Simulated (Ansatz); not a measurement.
**TaN: stress in a strained cell**

Aim: deform TaN (zz strain of -2 %) and compute stress, forces and field gradients with LAPW, PAW and all-electron datasets made for the crystal.

Program: Ansatz 0.2.0. Level of theory: DFT LDA, scalar-relativistic. These are calculated values, not measurements.

### 1 Starting point

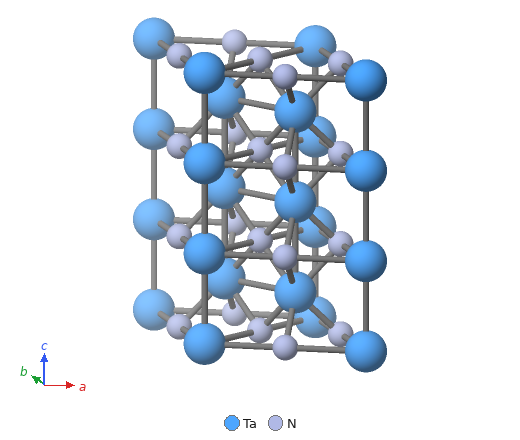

The starting structure, seen slightly off an axis (tantalum blue, nitrogen light blue). 1×1×3 cells are drawn. Atoms on the faces are drawn again on the opposite ones.

As a file:

```xyz
6
Lattice="5.1850 0.0000 0.0000 -2.5925 4.4903 0.0000 0.0000 0.0000 2.9080" Properties=species:S:1:pos:R:3 pbc="T T T"
Ta    0.0000    0.0000    0.0000
Ta    0.0000    2.9936    1.4540
Ta    2.5925    1.4968    1.4540
N     2.5925    0.0000    0.0000
N     1.2962    2.2452    0.0000
N    -1.2962    2.2452    0.0000
```

Atoms are numbered in the order of the input: Ta1, Ta2, Ta3, N4, N5, N6.

### 2 After the deformation

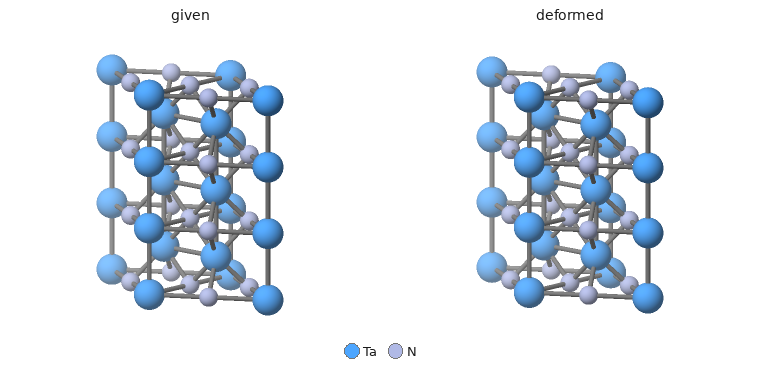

Given and deformed, at one scale.

Space group P6/mmm before, P6/mmm after.

### 3 Full-potential LAPW

Contents of input.yaml:

```yaml
crystal:
  lattice:
    - [5.1849992558, 0.0, 0.0]
    - [-2.5924996279, 4.4903410741, 0.0]
    - [0.0, 0.0, 2.84984]
  atoms:
    - { symbol: Ta, position: [0.0, 0.0, 0.0] }
    - { symbol: Ta, position: [0.3333333333, 0.6666666667, 0.5] }
    - { symbol: Ta, position: [0.6666666667, 0.3333333333, 0.5] }
    - { symbol: "N", position: [0.5, 0.0, 0.0] }
    - { symbol: "N", position: [0.5, 0.5, 0.0] }
    - { symbol: "N", position: [0.0, 0.5, 0.0] }
kpoints:
  mp_grid: { grid: [5, 5, 8] }
  band_path:
    path:
      - [0.0, 0.0, 0.0]
      - [0.5, 0.0, 0.0]
      - [0.3333333333, 0.3333333333, 0.0]
      - [0.0, 0.0, 0.0]
      - [0.0, 0.0, 0.5]
      - [0.5, 0.0, 0.5]
      - [0.3333333333, 0.3333333333, 0.5]
      - [0.0, 0.0, 0.5]
      - [0.5, 0.0, 0.5]
    npoints: 5
scf:
  occupations: { method: fermi_dirac, width: 0.03 }
hamiltonian:
  xc: lda
  pseudopotentials: { kind: all_electron, lapw: { basis_error: 0.0005 } }
output:
  forces: true
  stress: true
  eigenvalues: true
```

Run with:

```bash
> ansatz run input.yaml --threads 2 --pin off --max-ram 8192MiB --backend cpu --events-out ev --progress --plain --runs-dir out
```

Log, shortened:

```text
LAPW: plane waves up to 10.826 Å⁻¹, error target 5.0e-4 eV per atom; small_component_spin mean_spin; N in spheres of 0.868 Å, 7 of its electrons in bands, Dirac shells []; Ta in spheres of 1.199 Å, 45 of its electrons in bands, Dirac shells []
[...]
Pseudopotentials: kind: all_electron
Pseudopotential: Ta, LAPW, valence charge 45, Koelling and Harmon's equation, gaussian nucleus
Pseudopotential: N, LAPW, valence charge 7, Koelling and Harmon's equation, gaussian nucleus
Functional definition: SPW92
[...]
Crystal: 6 atoms, lattice volume = 66.351 Å³
Basis set: ecut = 446.56872874903746 eV, 1431 PW (Γ), exchange–correlation at level 2
Bands: 94, of which v1, the nominal top of the filled ones, is band 78 counted from 1 (77 counted from 0)
Symmetry: 24 space group operations
Space group: P6/mmm (ITA 191), of the structure as read, at distance tolerance 4.0e-5 Å
k-points: 25 of 200
[...]
SCF iter   1: F=—  HF=-1277411.409102 eV  |F-HF|=—  |Δ(HF+E_count)|=         —  Δρ=1.48e-1  dr2=1.80e1  ethr=1.16e-2  ⟨swp⟩=2.0  Hψ=14484  notcnv=0
[...]
the basis was enlarged: its passes take 1.3 MiB over the memory plan, 2 of 2 planned eigensolver slots
[...]
SCF iter  12: F=-1277404.637271 eV  HF=-1277404.637271 eV  |F-HF|=7.22e-9  |Δ(HF+E_count)|=   9.62e-8  Δρ=3.29e-6  dr2=7.93e-9  ethr=1.55e-10  ⟨swp⟩=2.0  Hψ=7033  notcnv=0
[...]
NSCF: frozen V_eff on 41 k-points
SCF converged after 12 iterations
Free energy (F): -1277404.637271 eV
[...]
E sigma→0 (E₀):  -1277404.635151 eV
Entropy (-TS):   -0.004241 eV (-0.707 meV/atom)
Fermi energy:    24.891441 eV
[...]
--- Forces (eV/Å), atoms counted from 1 ---
  atom   1  Ta     0.00000000     0.00000000     0.00000000
  atom   2  Ta    -0.00000000    -0.00000000     0.00000000
  atom   3  Ta     0.00000000     0.00000000    -0.00000000
  atom   4  N      0.00000000    -0.00000000    -0.00000000
  atom   5  N      0.00000000     0.00000000     0.00000000
  atom   6  N      0.00000000     0.00000000     0.00000000
[...]
--- Stress (GPa, compression-positive) ---
        0.788379      -0.000000      -0.000000
       -0.000000       0.788379       0.000000
       -0.000000       0.000000       9.187862
  P = ⅓ Tr σ = 3.5882 GPa (35.882 kbar)
--- Band table (eV; the first three rows and the last of 25) ---
[...]
```

Wall time 1.8 min (2 threads of Arm Neoverse V1, shared host); peak memory 0.85 GiB.

Read from it: pressure 3.59 GPa; no gap.

### 4 PAW with frozen cores

Contents of input.yaml:

```yaml
crystal:
  lattice:
    - [5.1849992558, 0.0, 0.0]
    - [-2.5924996279, 4.4903410741, 0.0]
    - [0.0, 0.0, 2.84984]
  atoms:
    - { symbol: Ta, position: [0.0, 0.0, 0.0] }
    - { symbol: Ta, position: [0.3333333333, 0.6666666667, 0.5] }
    - { symbol: Ta, position: [0.6666666667, 0.3333333333, 0.5] }
    - { symbol: "N", position: [0.5, 0.0, 0.0] }
    - { symbol: "N", position: [0.5, 0.5, 0.0] }
    - { symbol: "N", position: [0.0, 0.5, 0.0] }
kpoints:
  mp_grid: { grid: [5, 5, 8] }
scf:
  occupations: { method: fermi_dirac, width: 0.03 }
hamiltonian:
  xc: lda
  pseudopotentials: { kind: paw }
output:
  forces: true
  stress: true
  eigenvalues: true
  efg: { contact_densities: true }
  write_density: true
  write_potential: true
  elf: true
  volumetric_format: npy
```

Run with:

```bash
> ansatz run input.yaml --threads 2 --pin off --max-ram 8192MiB --backend cpu --events-out ev --progress --plain --runs-dir out
```

Log, shortened:

```text
Ta: output.efg is read without spin–orbit coupling, which moves field gradients at and beside such atoms by some per cent and up to a factor of two; PAW files take it under magnetization.noncollinear and magnetization.spin_orbit
[...]
Pseudopotentials: kind: paw
Pseudopotential: Ta, paw, valence charge 13, recommended cutoff 420 eV (normal)
Pseudopotential: N, paw, valence charge 5, recommended cutoff 420 eV (normal)
[... 1 set-up line as earlier in the session ...]
[...]
Crystal: 6 atoms, lattice volume = 66.351 Å³
Basis set: ecut = 420 eV, 1287 PW (Γ)
Bands: 33, of which v1, the nominal top of the filled ones, is band 27 counted from 1 (26 counted from 0)
[... 2 set-up lines as earlier in the session ...]
k-points: 25 of 200
[...]
--- Stress (GPa, compression-positive) ---
        0.873208       0.000000       0.000000
        0.000000       0.873208       0.000000
        0.000000       0.000000       9.441252
  P = ⅓ Tr σ = 3.7292 GPa (37.292 kbar)
--- PAW observables at the nuclei: V_zz in 10²¹ V/m², potentials from the cell's mean, atoms counted from 1 ---
  atom   1  Ta V_zz =   -46.196405   η = 0.0000   by run symmetry: allowed
            electrostatic potential = -14500.078064 V   contact ρ = 8123623.809228 e/Å³
  atom   2  Ta V_zz =   -40.294591   η = 0.0000   by run symmetry: allowed
            electrostatic potential = -14500.545788 V   contact ρ = 8123681.027247 e/Å³
[...]
            electrostatic potential = -14500.545788 V   contact ρ = 8123681.027247 e/Å³
[...]
            electrostatic potential = -529.278453 V   contact ρ = 1390.868239 e/Å³
[...]
            electrostatic potential = -529.278453 V   contact ρ = 1390.868239 e/Å³
[...]
            electrostatic potential = -529.278453 V   contact ρ = 1390.868239 e/Å³
--- Band table (eV; the first three rows and the last of 25) ---
[...]
```

It took 3.9 s on 2 threads of Arm Neoverse V1, shared host; peak memory 0.41 GiB.

Result: pressure 3.73 GPa; no gap; Vzz Ta1 -46.2 (η = 0.00), Ta2 -40.3 (η = 0.00), N4 3.01 (η = 0.66) (10²¹ V/m²).

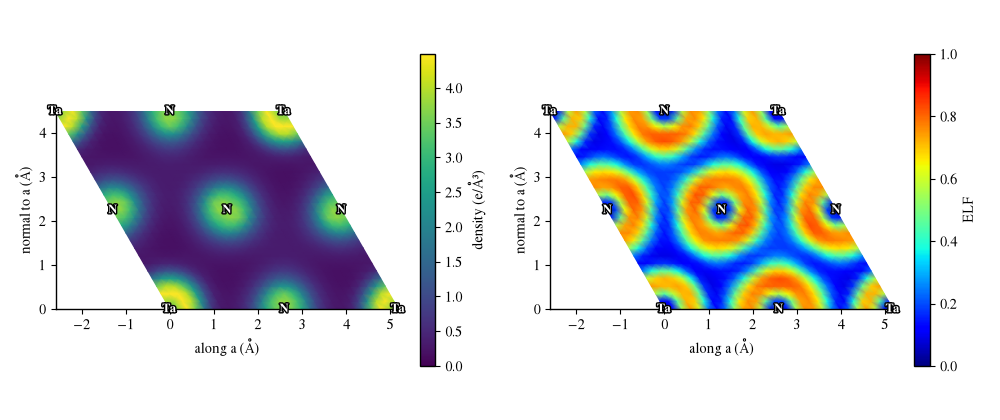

Density (left) and ELF (right) in a lattice plane of the grid's cell (edges 5.18 and 5.18 Å, at 0.000 of the third edge), which holds Ta and N. Only atoms in the plane are labelled. Both are smooth fields of the valence electrons: close to the nuclei they are not physical.

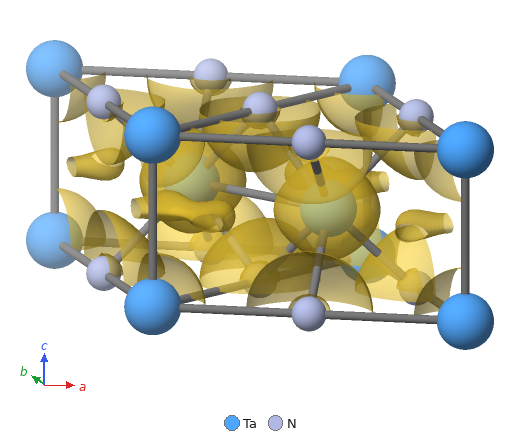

Surface of ELF = 0.48, drawn in one cell.

Maxima of ELF outside the ion cores: 0.83 in the shell around N, 0.7 Å from N; 0.54 between the atoms, 1.7 Å from Ta.

### 5 Datasets made for this crystal

input.yaml, as its differences from that of step 4:

```diff
@@ -18,3 +18,3 @@
   xc: lda
-  pseudopotentials: { kind: paw }
+  pseudopotentials: { kind: all_electron, datasets: crystal }
 output:
@@ -24,5 +24 @@
   efg: { contact_densities: true }
-  write_density: true
-  write_potential: true
-  elf: true
-  volumetric_format: npy
```

Run with:

```bash
> ansatz run input.yaml --threads 2 --pin off --max-ram 8192MiB --backend cpu --events-out ev --progress --plain --runs-dir out
```

Log, shortened:

```text
[...]
band count auto-derived: 64 (N_el = 96.0; filled up to band 48; 58 by the electrons, moments and atoms)
Ta: output.efg is read without spin–orbit coupling, which moves field gradients at and beside such atoms by some per cent and up to a factor of two; PAW files take it under magnetization.noncollinear and magnetization.spin_orbit
[...]
[... 1 set-up line as earlier in the session ...]
Pseudopotential: Ta, paw, valence charge 27, recommended cutoff 520 eV (normal), Koelling and Harmon's equation, gaussian nucleus
Pseudopotential: N, paw, valence charge 5, recommended cutoff 520 eV (normal), Koelling and Harmon's equation, gaussian nucleus
[... 1 set-up line as earlier in the session ...]
[...]
Crystal: 6 atoms, lattice volume = 66.351 Å³
Basis set: ecut = 520 eV, 1787 PW (Γ)
Bands: 64, of which v1, the nominal top of the filled ones, is band 48 counted from 1 (47 counted from 0)
[... 1 set-up line as earlier in the session ...]
[...]
--- Stress (GPa, compression-positive) ---
        0.787169      -0.000000      -0.000000
       -0.000000       0.787169       0.000000
       -0.000000       0.000000       9.187187
  P = ⅓ Tr σ = 3.5872 GPa (35.872 kbar)
--- PAW observables at the nuclei: V_zz in 10²¹ V/m², potentials from the cell's mean, atoms counted from 1 ---
  atom   1  Ta V_zz =   -46.520638   η = 0.0000   by run symmetry: allowed
            electrostatic potential = -14494.283274 V   contact ρ = 8119492.261838 e/Å³
  atom   2  Ta V_zz =   -37.185888   η = 0.0000   by run symmetry: allowed
            electrostatic potential = -14494.260251 V   contact ρ = 8119546.354003 e/Å³
[...]
            electrostatic potential = -14494.260251 V   contact ρ = 8119546.354003 e/Å³
[...]
            electrostatic potential = -527.169057 V   contact ρ = 1391.121264 e/Å³
[...]
            electrostatic potential = -527.169057 V   contact ρ = 1391.121264 e/Å³
[...]
            electrostatic potential = -527.169057 V   contact ρ = 1391.121264 e/Å³
--- Band table (eV; the first three rows and the last of 25) ---
[...]
```

It took 27 s on 2 threads of Arm Neoverse V1, shared host; peak memory 0.98 GiB.

Read from it: pressure 3.59 GPa; no gap; Vzz Ta1 -46.5 (η = 0.00), Ta2 -37.2 (η = 0.00), N4 3.04 (η = 0.65) (10²¹ V/m²).

### 6 Stress and forces compared

Stress (GPa, compression positive):

```csv
method,xx,yy,zz,yz,xz,xy
LAPW,0.79,0.79,9.19,0.00,0.00,0.00
PAW,0.87,0.87,9.44,0.00,0.00,0.00
crystal datasets,0.79,0.79,9.19,0.00,0.00,0.00
```

```
          method  pressure (GPa)  Vzz Ta1 (10²¹ V/m²)  Vzz Ta2 (10²¹ V/m²)  Vzz N4 (10²¹ V/m²)  SCF cycles, all passes
            LAPW            3.59                    –                    –                   –                      12
             PAW            3.73               -46.20               -40.29                3.01                       7
crystal datasets            3.59               -46.52               -37.19                3.04                      11
```

### 7 Results

```
                                 quantity                                           value
                                 pressure  LAPW 3.59, PAW 3.73, crystal datasets 3.59 GPa
largest shear or deviatoric stress (LAPW)                                        5.60 GPa
```

What this shows: The largest part of the stress beyond the pressure is 5.60 GPa in size, in the zz component; the atoms are carried along and not relaxed. No run of the undeformed cell stands beside it, so the pressure holds what the given cell had before the change. PAW: stress within 0.25 GPa of LAPW. Crystal datasets: stress within 0.01 GPa of LAPW. Spin-orbit coupling is left out, though the cell holds Ta; in elements this heavy it can shift bands and gaps by tenths of an eV.
